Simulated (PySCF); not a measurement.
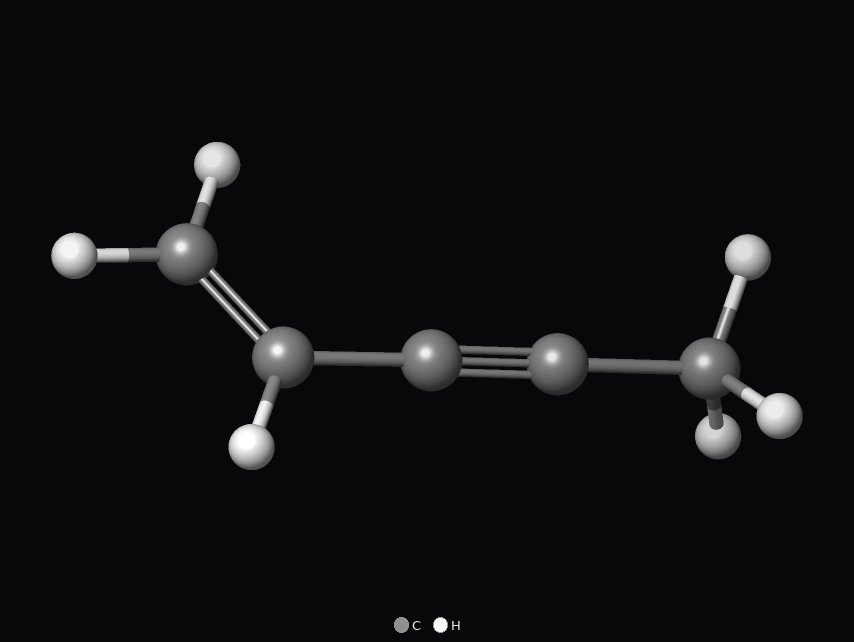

Ball-and-stick drawing of a structure. Double and triple bonds are drawn as two and three sticks.

The computed structure is the end point of a GFN2-xTB optimisation. No frequency run is at hand to confirm it as a minimum.

Describe the molecule.

Formula C5H6. SMILES: `C=CC#CC`. It has no ring. Among its groups: alkene, alkyne. Coordination: 2 C trigonal planar; 2 C linear; 1 C tetrahedral.

More results for the same structure follow; atom numbers are the same in all pictures, views and colours differ.

**Charges**

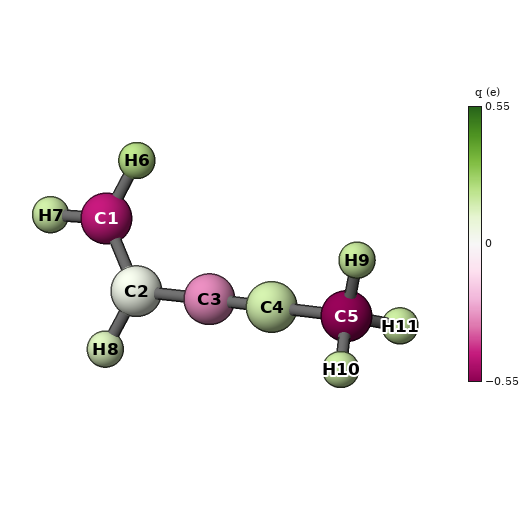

Atoms are coloured by their ESP-fitted charges. No frequency run is at hand to confirm it as a minimum. Properties computed with PBE0/pcSseg-1, gas phase (PySCF 2.14.0).

Give the ESP-fitted charges atom by atom.

| atom | value (e) |
| --- | --- |
| C1 | −0.45 |
| C2 | 0.04 |
| C3 | −0.29 |
| C4 | 0.16 |
| C5 | −0.54 |
| H6 | 0.21 |
| H7 | 0.17 |
| H8 | 0.14 |
| H9 | 0.19 |
| H10 | 0.18 |
| H11 | 0.18 |

**NMR shielding**

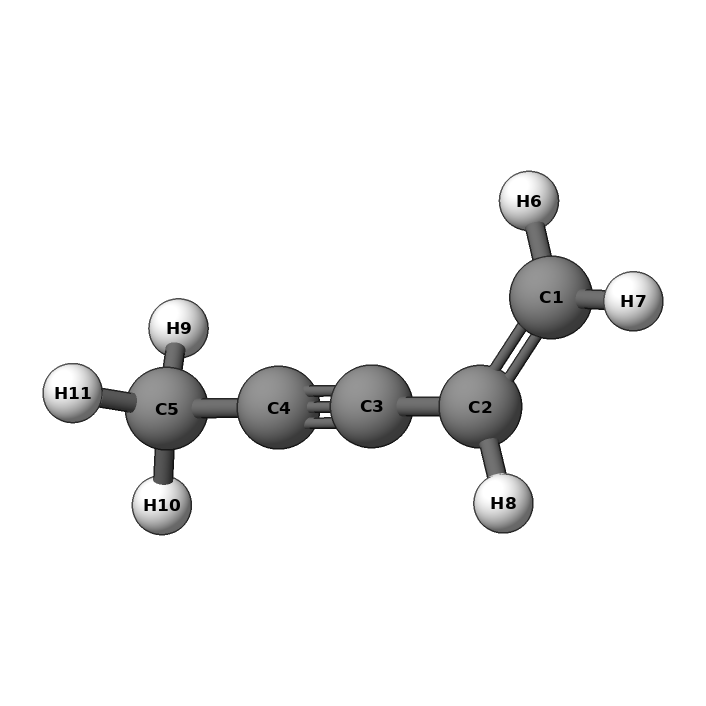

The questions are on isotropic NMR shieldings of the H atoms. No frequency run is at hand to confirm it as a minimum. Level of theory: GIAO PBE0/pcSseg-1 NMR shielding, non-relativistic, gas phase (PySCF 2.14.0).

List the isotropic NMR shieldings of the H atoms.

| atom | σ (ppm) |
| --- | --- |
| H6 | 25.80 |
| H7 | 26.04 |
| H8 | 25.69 |
| H9 | 29.55 |
| H10 | 29.54 |
| H11 | 29.51 |

**Electronic properties**

No frequency run is at hand to confirm it as a minimum. Level of theory: PBE0/pcSseg-1, gas phase (PySCF 2.14.0).

What does the calculation give?

- dipole moment: 0.68 D
- HOMO energy (Kohn–Sham orbital): −6.73 eV
- LUMO energy (Kohn–Sham orbital): −0.59 eV
- HOMO–LUMO gap: 6.15 eV

**Bond orders**

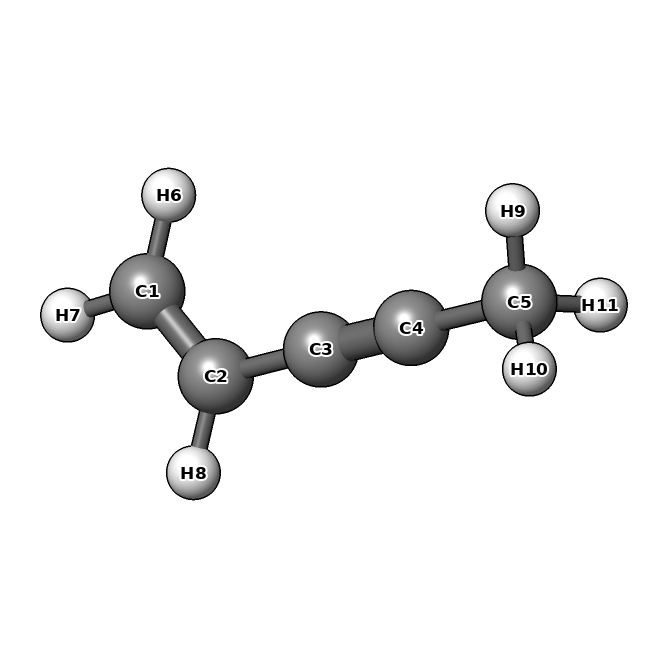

The thickness of each stick grows with its Mayer bond order. No frequency run is at hand to confirm it as a minimum. Method: PBE0/pcSseg-1 (PySCF 2.14.0).

Which bond has the highest Mayer bond order?

Answer. C3–C4, 2.40, at a length of 1.203 Å.

List the Mayer bond orders of C1–C2, C1–H6, C1–H7, C2–C3, C2–H8, C3–C4, C4–C5, C5–H9, C5–H10, C5–H11.

| bond | Mayer order | length (Å) |
| --- | --- | --- |
| C1–C2 | 1.92 | 1.328 |
| C1–H6 | 0.96 | 1.077 |
| C1–H7 | 0.95 | 1.077 |
| C2–C3 | 1.18 | 1.411 |
| C2–H8 | 0.93 | 1.084 |
| C3–C4 | 2.40 | 1.203 |
| C4–C5 | 1.22 | 1.445 |
| C5–H9 | 0.93 | 1.090 |
| C5–H10 | 0.93 | 1.090 |
| C5–H11 | 0.93 | 1.090 |
